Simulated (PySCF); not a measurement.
# WNF2: doublet, from a trigonal pyramidal start

The task is one start of a wider search on WNF2: the doublet, from a trigonal pyramidal start. It is relaxed, tested by its Hessian and followed downhill if it is a saddle.

Program: PySCF 2.14.0. Level of theory: PBE0, basis W def2-TZVP with ECP60, N def2-TZVP, F def2-TZVP, scalar-relativistic core potentials, no spin–orbit coupling, density fitting. These are calculated values, not measurements.

### 1 The system as given

4 atoms, charge 0, spin multiplicity 2.

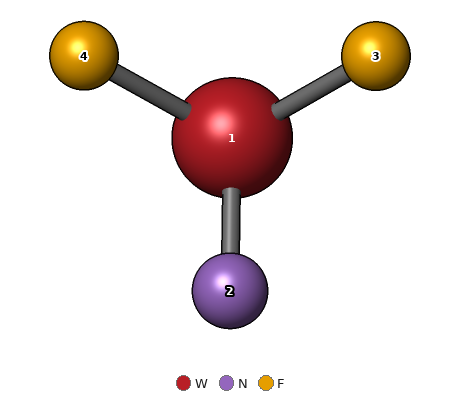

The starting geometry (tungsten red, nitrogen purple, fluorine amber); atoms are numbered from 1 in the order of the file.

Z-matrix (Å, degrees; charge 0 multiplicity 2):
```
W
N  1 1.8000
F  1 2.0100 2 99.75
F  1 2.0100 2 99.75 3 -101.77
```

### 2 Finding the electronic state

The steps below are one call of a driver around PySCF. For each, scf.py gives the equivalent set-up of the SCF; relaxations use the driver's own optimiser. After this first run the driver tries any further starts and a stability analysis.

Input file scf.py:

```python
from pyscf import gto, scf, dft
mol = gto.M(atom='''
W     -0.205880     0.028630    -0.000010
N      0.000000    -1.759580     0.000010
F      0.996680     0.509870    -1.536950
F      0.996720     0.509880     1.537000''',
    basis={'W': 'def2-TZVP', 'N': 'def2-TZVP', 'F': 'def2-TZVP'},
    ecp={'W': 'def2-TZVP'},
    charge=0, spin=1)
mf = dft.UKS(mol, xc='PBE0')
mf.grids.atom_grid = (50, 194)
aux = {'W': 'def2-universal-JKFIT', 'N': 'def2-universal-JKFIT', 'F': 'def2-universal-JKFIT'}
mf = mf.density_fit(auxbasis=aux)
mf.conv_tol = 1e-08
mf.diis_space = 10
mf.max_cycle = 60
mf.init_guess = 'minao'
mf.verbose = 4
mf.kernel()
```

Command:

```
$ OMP_NUM_THREADS=4 python axn.py task.json out
```

The program printed:

```text
init E= -301.254937903562
[... the frontier-level lines of each cycle are left out ...]
cycle= 1 E= -320.769936225787  delta_E= -19.5  |g|= 1.19  |ddm|= 5.75
cycle= 2 E= -311.02747242698  delta_E= 9.74  |g|= 4.54  |ddm|=  3.6
cycle= 3 E= -321.284682039255  delta_E= -10.3  |g|= 0.476  |ddm|= 3.05
cycle= 4 E= -321.244641541096  delta_E= 0.04  |g|= 0.576  |ddm|= 0.503
cycle= 5 E= -321.376992118518  delta_E= -0.132  |g|= 0.11  |ddm|= 0.303
cycle= 6 E= -321.381564133949  delta_E= -0.00457  |g|= 0.0521  |ddm|= 0.0633
cycle= 7 E= -321.382917141758  delta_E= -0.00135  |g|= 0.0114  |ddm|= 0.0408
cycle= 8 E= -321.383095481496  delta_E= -0.000178  |g|= 0.00584  |ddm|= 0.0224
cycle= 9 E= -321.383204361908  delta_E= -0.000109  |g|= 0.00439  |ddm|= 0.0172
cycle= 10 E= -321.383323344077  delta_E= -0.000119  |g|= 0.00368  |ddm|= 0.0235
cycle= 11 E= -321.383379374985  delta_E= -5.6e-05  |g|= 0.00317  |ddm|= 0.0153
cycle= 12 E= -321.383420866856  delta_E= -4.15e-05  |g|= 0.00175  |ddm|= 0.0141
cycle= 13 E= -321.383444505082  delta_E= -2.36e-05  |g|= 0.000529  |ddm|= 0.0153
cycle= 14 E= -321.383447667301  delta_E= -3.16e-06  |g|= 0.00018  |ddm|= 0.00704
cycle= 15 E= -321.383447773965  delta_E= -1.07e-07  |g|= 9.62e-05  |ddm|= 0.000766
cycle= 16 E= -321.383447815085  delta_E= -4.11e-08  |g|= 4.93e-05  |ddm|= 0.000398
cycle= 17 E= -321.383447824308  delta_E= -9.22e-09  |g|= 2.32e-05  |ddm|= 0.000227
Extra cycle  E= -321.383447823606  delta_E= 7.02e-10  |g|= 6.47e-05  |ddm|= 6.43e-05
converged SCF energy = -321.383447823606  <S^2> = 0.8211659  2S+1 = 2.0699429
```

This step, with its further starts and checks, needed 20 s of wall time on 4 threads of Arm Neoverse V2, shared host.

The starts that the driver tried:

```csv
start,energy (Eh)
the minimal-basis guess,-321.383448
a thermally smeared density,-321.383448
a smeared PBE density,-321.383448
```

The test of internal stability and the other starts found no lower solution of this spin.

### 3 Trigonal pyramidal start, doublet: relaxation

The program finds Cs symmetry in the start, which this walk keeps.

scf.py, as its differences from that of step 2:

```diff
@@ -3,4 +3,4 @@
-W     -0.205880     0.028630    -0.000010
-N      0.000000    -1.759580     0.000010
-F      0.996680     0.509870    -1.536950
-F      0.996720     0.509880     1.537000''',
+W     -0.205878     0.028627     0.000000
+N      0.000002    -1.759583     0.000002
+F      0.996701     0.509871    -1.536976
+F      0.996702     0.509874     1.536974''',
@@ -17 +16,0 @@
-mf.init_guess = 'minao'
```

Energy and gradient, step by step:

```csv
step,energy (Eh),change (kJ/mol),largest symmetric gradient (Eh/bohr)
0,-321.383448,0.00,0.13143
1,-321.438685,-145.03,0.04163
2,-321.446073,-164.42,0.02676
3,-321.449100,-172.37,0.00871
4,-321.449836,-174.30,0.00390
5,-321.449992,-174.71,0.00747
6,-321.450104,-175.01,0.00121
7,-321.450110,-175.02,0.00019
8,-321.450111,-175.02,0.00005
```

The walk took 28 s.

Geometry (Å) and forces (eV/Å) at some steps:

```
step 0
W   -0.206   0.029   0.000   6.758  -5.805   0.000
N    0.000  -1.760   0.000  -1.570   6.696   0.000
F    0.997   0.510  -1.537  -2.594  -0.446   2.094
F    0.997   0.510   1.537  -2.594  -0.446  -2.094
step 1
W   -0.039  -0.043   0.000   2.141   1.421   0.000
N   -0.040  -1.684   0.000  -0.261  -0.780   0.000
F    0.933   0.508  -1.526  -0.940  -0.320   0.447
F    0.933   0.508   1.526  -0.940  -0.320  -0.447
step 4
W    0.207   0.008   0.000   0.199   0.030   0.000
N   -0.053  -1.624   0.000  -0.062  -0.114   0.000
F    0.816   0.453  -1.704  -0.068   0.042   0.026
F    0.816   0.453   1.704  -0.068   0.042  -0.026
step 8
W    0.260  -0.004   0.000  -0.001  -0.004   0.000
N   -0.068  -1.626   0.000   0.010  -0.002   0.000
F    0.798   0.459  -1.724  -0.004   0.003   0.000
F    0.798   0.459   1.724  -0.004   0.003   0.000
```

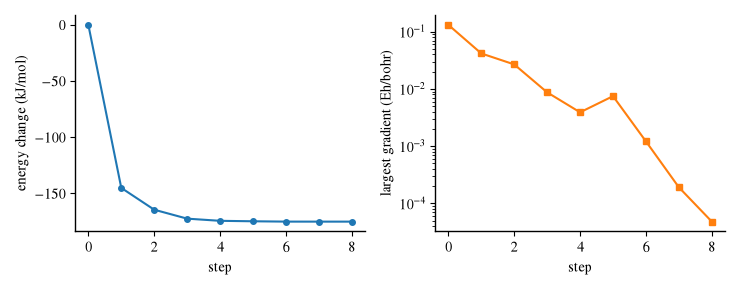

How energy and gradient fall.

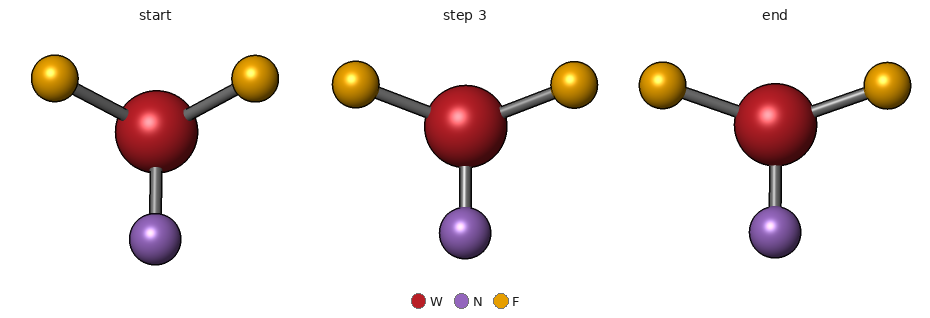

Start and end of the relaxation, with a step between.

End point (Cs, 8 steps, 175.0 kJ/mol gained): W–F 1.864 Å (×2), W–N 1.656 Å; F–W–F 135.3°, F–W–N 107.5° (×2).

### 4 Vibrations and properties at this point

The point is checked on the finer grid, and tightened if its gradient asks for it. The Hessian and the dipole derivatives come from central differences of analytic gradients, with steps of 0.02 bohr.

scf.py, as its differences from that of step 3:

```diff
@@ -3,4 +3,4 @@
-W     -0.205878     0.028627     0.000000
-N      0.000002    -1.759583     0.000002
-F      0.996701     0.509871    -1.536976
-F      0.996702     0.509874     1.536974''',
+W     -0.072677     0.025020     0.000000
+N     -0.392234    -1.599291     0.000002
+F      0.471848     0.482113    -1.722988
+F      0.471850     0.482117     1.722987''',
@@ -11 +11 @@
-mf.grids.atom_grid = (50, 194)
+mf.grids.atom_grid = (75, 302)
@@ -14 +14 @@
-mf.conv_tol = 1e-08
+mf.conv_tol = 1e-10
```

The driver hands on the density of the step before, so the log starts near convergence.

SCF at the final geometry:

```text
init E= -321.449936797756
[... the frontier-level lines of each cycle are left out ...]
cycle= 1 E= -321.449936797726  delta_E= 3.06e-11  |g|= 1.13e-05  |ddm|= 7.85e-06
cycle= 2 E= -321.449936797622  delta_E= 1.03e-10  |g|= 2.17e-05  |ddm|= 1.51e-05
cycle= 3 E= -321.449936797762  delta_E= -1.4e-10  |g|= 9.09e-07  |ddm|= 1.03e-05
cycle= 4 E= -321.44993679776  delta_E= 2.73e-12  |g|= 5.81e-07  |ddm|= 7.63e-07
Extra cycle  E= -321.449936797761  delta_E= -1.14e-12  |g|= 2e-06  |ddm|= 1.34e-06
converged SCF energy = -321.449936797761  <S^2> = 0.76079917  2S+1 = 2.0107702
```

The whole step took 82 s.

Geometry: Cs; W–F 1.864 Å (×2), W–N 1.655 Å; F–W–F 135.2°, F–W–N 107.3° (×2).

Modes, for the most abundant isotopes:

```tsv
symmetry	ω (cm⁻¹)	IR (km/mol)	μ (u)	type
a'	99	17.4	21.82	bend
a'	207	5.8	20.18	bend
a''	331	2.3	15.69	bend
a'	680	54.6	19.57	stretch
a''	692	165	22.32	stretch
a'	1160	57.7	14.99	stretch
```

μ is the mass of the mode for normalised Cartesian displacements, not the reduced mass of the usual diatomic formula.

Every mode is real; the point is a minimum.

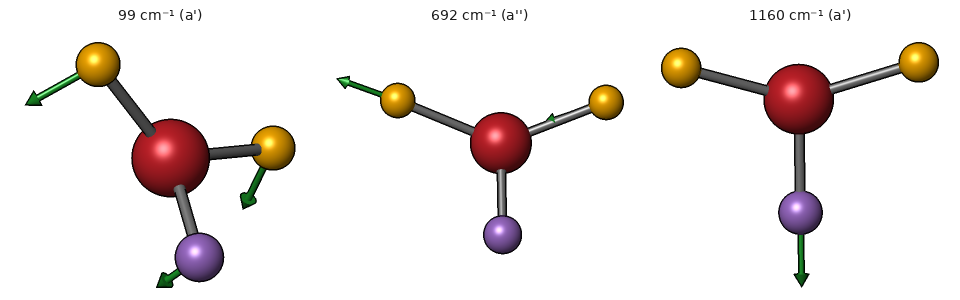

How the atoms move in 3 of the modes.

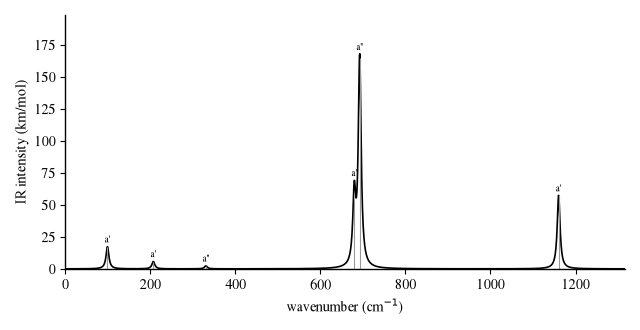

The harmonic infrared spectrum (widths in cm⁻¹). Lines are broadened to a width of 8 cm⁻¹ (Lorentzian).

Properties at this point:

```
Dipole moment                                                   : 2.81 D
Highest occupied level                                          : -7.76 eV
Lowest empty level                                              : -3.80 eV
Rotational constants                                            : 0.2992, 0.1439, 0.1023 cm⁻¹
Zero-point energy                                               : 19.0 kJ/mol
Principal polarisabilities                                      : 37.0, 38.5, 48.0 bohr³
Atomisation energy without zero-point energy                    : 1690 kJ/mol
Principal traceless quadrupole moments about the centre of mass : -5.05, -2.60, 7.65 D Å
Entropy at 298.15 K and 1 bar (electronic part: spin only)      : 320.4 J/(mol K)
Heat capacity Cp at 298.15 K                                    : 64.0 J/(mol K)
Enthalpy at 298.15 K above 0 K                                  : 14.97 kJ/mol
Rotational symmetry number                                      : 1
Spin squared ⟨S²⟩                                               : 0.761
```

Charges (e) and bond orders:

```tsv
atom	Mulliken	Löwdin	polar tensor	spin (Mulliken)	Mayer order to W1
W1	1.16	0.79	1.71	1.16	–
N2	-0.39	-0.31	-0.56	-0.14	2.89
F3,4	-0.39	-0.24	-0.57	-0.01	0.97
```

Mulliken populations on W1 (outside its core potential): s 2.58, p 6.28, d 3.84, f 0.13.

### 5 Results

| quantity | value |
| --- | --- |
| minimum | doublet, Cs |
| geometry | W–F 1.864 Å (×2), W–N 1.655 Å; F–W–F 135.2°, F–W–N 107.3° (×2) |
| wavenumbers (cm⁻¹) | 99 (a'), 207 (a'), 331 (a''), 680 (a'), 692 (a''), 1160 (a') |
| dipole moment | 2.81 D |
| highest occupied, lowest empty level (either spin) | -7.76, -3.80 eV |
| polar-tensor charge of W1 | +1.71 e |
| zero-point energy | 19.0 kJ/mol |
| entropy at 298.15 K | 320.4 J/(mol K) |
| atomisation energy (no zero-point energy) | 1690 kJ/mol |
| ⟨S²⟩ | 0.761 |

The trigonal pyramidal start keeps its Cs symmetry and ends in a minimum. In the infrared the band at 692 cm⁻¹ (a'', stretch) leads. Most of the spin sits on W1 (Mulliken spin 1.16, against 1 for the whole molecule). Only this shape and spin were tried, so other structures or states may lie lower. One determinant may miss the lowest occupation of an open d or f shell. With an element this heavy the missing spin–orbit coupling can shift these numbers.

The search up to here took 2.2 min.
